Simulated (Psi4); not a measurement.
# SF (SMILES F[S]) at UCCSD/def2-TZVPD (sweep point 4)

What is the vertical doublet–quartet gap of SF at UCCSD/def2-TZVPD (sweep point 4)? 

The calculation is run with Psi4 1.11.

4 further runs of the same task are left out: 4 set aside as unsound or not needed.

## (1) The molecule

SF: 2 atoms, total charge 0, spin state doublet. SMILES: `F[S]`. The coordinates come from a PBE0-D4/def2-TZVP relaxation.

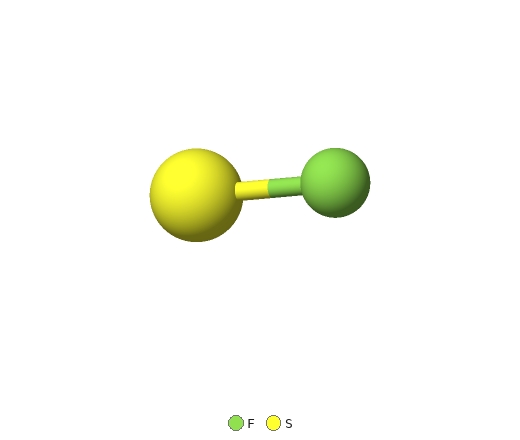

The structure, seen from a chosen angle (fluorine green, sulfur yellow).

## (2) A single-point energy at UCCSD/def2-TZVPD (sweep point 4)

Contents of fs.inp:

```
memory 1600 MB

molecule {
  0 2
  F      0.000000     0.000000     0.016120
  S      0.000000     0.000000     1.610410
  units angstrom
  symmetry c1
}

set basis def2-TZVPD
set reference uhf
set puream true
set scf_type pk
set num_frozen_docc 6
set d_convergence 1e-05
set e_convergence 1e-05
set maxiter 100

result = energy("ccsd")
print_variables()
```

The run is started by

```bash
$ psi4 -n 1 fs.inp fs.out
```

fs.out, shortened:

```text
[...]
  Running in c1 symmetry.
[...]
  Nuclear repulsion =   47.796522801046237
[...]
  Multiplicity = 2
[...]
  Nalpha       = 13
  Nbeta        = 12
[...]
    Number of basis functions: 86
[...]
   @UHF iter   1:  -496.93795174457296   -5.20259e-01   3.21052e-03 ADIIS/DIIS
[...]
   @UHF iter   8:  -496.97034487823737   -2.56731e-06   4.41240e-06 DIIS
[...]
   @S^2 Observed:                7.668119825E-01
[...]
    Orbital Energies [Eh]
    ---------------------
    Alpha Occupied:
       1A    -92.060526     2A    -26.341076     3A     -9.056892
       4A     -6.752429     5A     -6.734302     6A     -6.731822
       7A     -1.645251     8A     -0.986797     9A     -0.734164
      10A     -0.719674    11A     -0.684439    12A     -0.472655
      13A     -0.405506
    Alpha Virtual:
      14A      0.048331    15A      0.073774    16A      0.080028
      17A      0.083637    18A      0.128830    19A      0.180326
      20A      0.190074    21A      0.193828    22A      0.215782
      23A      0.217050    24A      0.283194    25A      0.297004
[...]
  @UHF Final Energy:  -496.97034487823737
   => Energetics <=
    Nuclear Repulsion Energy =             47.7965228010462369
    One-Electron Energy =                -783.6353413492839763
    Two-Electron Energy =                 238.8684736700003839
    Total Energy =                       -496.9703448782373698
  UHF NO Occupations:
  HONO-2 :   11  A 1.9995005
  HONO-1 :   12  A 1.9925758
[...]
 Multipole Moments:
 ------------------------------------------------------------------------------------
     Multipole            Electronic (a.u.)      Nuclear  (a.u.)        Total (a.u.)
 ------------------------------------------------------------------------------------
 L = 1.  Multiply by 2.5417464519 to convert [e a0] to [Debye]
 Dipole X            :          0.0000000            0.0000000            0.0000000
 Dipole Y            :         -0.0000000            0.0000000           -0.0000000
 Dipole Z            :         -0.5318850            0.9590779            0.4271930
 Magnitude           :                                                    0.4271930
[...]
      * MP2 total energy                      = -497.363424802797567
[...]
      * CCSD total energy                     = -497.383526362372322
[...]
```

It took 36 s on 1 thread of Intel Xeon at 2.70GHz, shared host; peak memory 0.69 GiB.

## (3) The quartet, same level

Contents of calc.dat:

```
memory 1.6 GB

molecule {
  0 4
  F      0.000000     0.000000     0.016120
  S      0.000000     0.000000     1.610410
  symmetry c1
}

set reference uhf
set puream true
set scf_type pk
set num_frozen_docc 6
set d_convergence 1e-05
set e_convergence 1e-05
set maxiter 100

energy('ccsd/def2-TZVPD')
```

The run is started by

```bash
$ psi4 calc.dat calc.out -n 1
```

calc.out, shortened:

```text
[...]
  Running in c1 symmetry.
[...]
  Nuclear repulsion =   47.796522801046237
[...]
  Multiplicity = 4
[...]
  Nalpha       = 14
  Nbeta        = 11
[...]
    Number of basis functions: 86
[...]
   @UHF iter   1:  -496.83812191149650   -4.20429e-01   3.62299e-03 ADIIS/DIIS
[...]
   @UHF iter   7:  -496.88332832206635   -8.55914e-06   9.50071e-06 DIIS
[...]
   @S^2 Observed:                3.759552652E+00
[...]
    Orbital Energies [Eh]
    ---------------------
    Alpha Occupied:
       1A    -92.094835     2A    -26.311876     3A     -9.087765
       4A     -6.778114     5A     -6.778114     6A     -6.770531
       7A     -1.658641     8A     -1.057955     9A     -0.757078
      10A     -0.726054    11A     -0.726054    12A     -0.498856
      13A     -0.498856    14A     -0.293718
    Alpha Virtual:
      15A      0.071602    16A      0.071602    17A      0.077517
      18A      0.084986    19A      0.174926    20A      0.190974
      21A      0.190974    22A      0.196550    23A      0.196550
      24A      0.274337    25A      0.274337    26A      0.314092
[...]
  @UHF Final Energy:  -496.88332832206635
   => Energetics <=
    Nuclear Repulsion Energy =             47.7965228010462369
    One-Electron Energy =                -783.4474285458995837
    Two-Electron Energy =                 238.7675774227870420
    Total Energy =                       -496.8833283220663475
  UHF NO Occupations:
  HONO-2 :   12  A 1.0000000
  HONO-1 :   13  A 1.0000000
[...]
 Multipole Moments:
 ------------------------------------------------------------------------------------
     Multipole            Electronic (a.u.)      Nuclear  (a.u.)        Total (a.u.)
 ------------------------------------------------------------------------------------
 L = 1.  Multiply by 2.5417464519 to convert [e a0] to [Debye]
 Dipole X            :          0.0000000            0.0000000            0.0000000
 Dipole Y            :          0.0000000            0.0000000            0.0000000
 Dipole Z            :         -0.5699893            0.9590779            0.3890886
 Magnitude           :                                                    0.3890886
[...]
      * MP2 total energy                      = -497.271347112971966
[...]
      * CCSD total energy                     = -497.287144767437383
[...]
```

It took 33 s on 1 thread of Intel Xeon at 2.70GHz, shared host; peak memory 0.7 GiB.

## (4) What came out

Level: UCCSD/def2-TZVPD (sweep point 4), 6 core orbitals frozen.

| quantity | value |
| --- | --- |
| doublet: total energy | -497.38353 Eh |
| doublet: HOMO energy (Hartree–Fock orbitals) (highest over α and β) | -10.55 eV |
| doublet: LUMO energy (Hartree–Fock orbitals) (lowest over α and β) | -0.06 eV |
| doublet: correlation energy (6 core orbitals frozen) | -413.2 mEh |
| doublet: ⟨S²⟩ of the reference determinant | 0.767 |
| doublet: T1 diagnostic | 0.027 |
| quartet: total energy | -497.28714 Eh |
| quartet: HOMO energy (Hartree–Fock orbitals) (highest over α and β) | -7.99 eV |
| quartet: LUMO energy (Hartree–Fock orbitals) (lowest over α and β) | 0.08 eV |
| quartet: correlation energy (6 core orbitals frozen) | -403.8 mEh |
| quartet: ⟨S²⟩ of the reference determinant | 3.760 |
| quartet: T1 diagnostic | 0.033 |
| vertical energy of the quartet above the doublet | 2.623 eV |

In words: At this shape the quartet lies 2.62 eV (253 kJ/mol) above the doublet.
